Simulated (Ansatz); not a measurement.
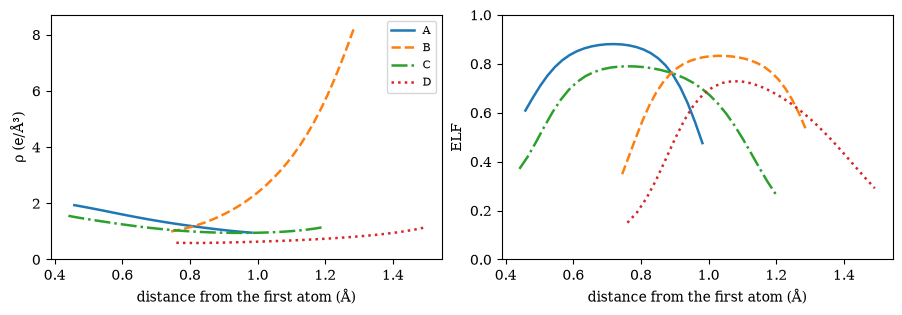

Figure 1: CHF₂SeSi (SMILES F[Si]1(F)[CH][Se]1) (doublet). Total electron density and electron localisation function along straight lines between neighbouring atoms. The curves leave out the atomic cores.

Geometry: B3LYP-D3(BJ)/def2-SVP.

The calculation used isolated molecule in a Gaussian basis; Kohn-Sham density functional theory, functional PBE0 (Ansatz 0.2.0).

Input file:

```
crystal:
  periodic: [false, false, false]
  atoms:
    - symbol: C
      position_ang: [-1.686583, 0.412545, 0.319050]
    - symbol: F
      position_ang: [-3.552127, 1.039047, -1.904897]
    - symbol: F
      position_ang: [-3.729988, 2.557529, 0.113655]
    - symbol: Se
      position_ang: [-0.534099, 1.723942, -0.565992]
    - symbol: Si
      position_ang: [-2.769202, 1.458644, -0.563296]
    - symbol: H
      position_ang: [-1.351563, -0.399760, 0.959021]
basis:
  gaussian:
    orbitals: def2-TZVPD
output: {forces: true, orbitals: {seedname: orbitals}}
magnetization:
  spin_polarized: true
  initial_magnetization: 1
hamiltonian:
  xc: {name: PBE0}
```

Command:

```sh
ansatz run input.yaml --threads 2 --pin off --max-ram 4350MiB --events-out events.jsonl --progress --plain --runs-dir runs
```

Which curve belongs to which contact (C–Se, C–Si, Si–F and Si–Se)? The first atom named is at distance zero.

Answer. Curve A: C–Si (1.74 Å): ρ at the midpoint is about 1.1 e/Å³; the ELF peaks at about 0.90 between the atoms; localised, covalent bonding. Curve B: Si–F (1.61 Å): ρ is about 1.2 e/Å³ halfway; the ELF peaks at about 0.85 in the valence shell of F, 0.6 Å from its nucleus, and is about 0.55 at the midpoint. Curve C: C–Se (1.96 Å): the density is about 0.95 e/Å³ at the midpoint; the ELF peaks at about 0.80 between the atoms (a covalent bond). Curve D: Si–Se (2.25 Å): the density is about 0.69 e/Å³ at the midpoint, with its minimum of 0.59 e/Å³ about 0.8 Å from Si; the ELF peaks at about 0.75 between the atoms.
